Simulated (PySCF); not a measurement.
Molecule: C₅H₅NS₂, SMILES C=Nc1ccc(S)s1.

```xyz
13

C      2.7365     0.7384     0.4084
N      2.0474    -0.0590    -0.2903
C      0.7147    -0.1612    -0.2386
C     -0.0410    -1.0239    -0.9884
C     -1.4196    -0.9402    -0.7499
C     -1.7339    -0.0036     0.1950
S     -3.3495     0.3745     0.7544
S     -0.3451     0.8093     0.8239
H      2.3102     1.4342     1.1355
H      3.8066     0.7310     0.2795
H      0.4080    -1.7006    -1.6920
H     -2.1600    -1.5385    -1.2485
H     -2.9785     1.3400     1.5934
```

Vertical TDDFT excitations, PBE0/def2-SVPD with PySCF 2.14.0, at a GFN2-xTB geometry (no frequency check), gas phase.

Where does it absorb, and how strongly?

The lowest singlet lies at 3.81 eV (325 nm, f = 0.355); the brightest of the first 6 is S1 at 3.81 eV (325 nm), f = 0.355, mainly HOMO → LUMO (96 %). No singlet lies below 3.1 eV (beyond 400 nm), so at this level no vertical transition falls in the visible.


```
state  E (eV)  λ (nm)      f        main character
   S1    3.81     325  0.355    HOMO → LUMO (96 %)
   S2    4.17     298  0.001  HOMO−2 → LUMO (97 %)
   S3    4.27     291  0.000  HOMO → LUMO+1 (98 %)
   S4    4.84     256  0.035  HOMO−1 → LUMO (91 %)
   S5    5.35     232  0.006  HOMO → LUMO+2 (82 %)
   S6    5.61     221  0.001  HOMO → LUMO+4 (63 %)
```

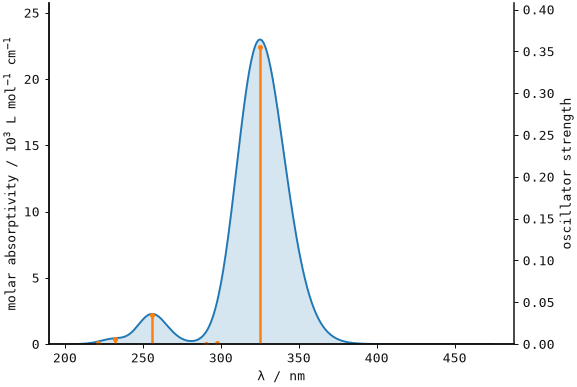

The lowest 6 singlet states are shown; each is broadened by a Gaussian of 1/e half-width 0.25 eV. Sticks give oscillator strengths (right axis).

Known limits of this run: the tight-binding geometry is rougher than a DFT one and adds to the error; one conformer of a flexible molecule; core orbitals are frozen in the response.
